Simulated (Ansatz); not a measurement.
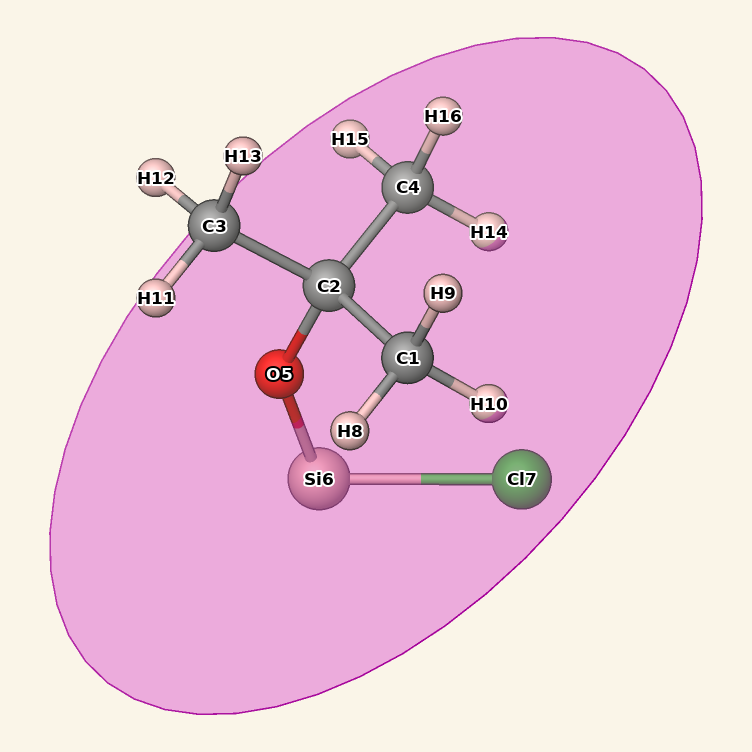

A disc through the centre of mass is drawn in. Atoms fade into the background with distance from the viewer. Computed geometry: PBE-D4/def2-SVP optimisation. No frequency run is at hand to confirm it as a minimum.

Q: Is the plane of the disc a mirror plane of the structure?

A: No. The point group is Cs, with 1 mirror plane, and this plane isn't one of its mirror planes.
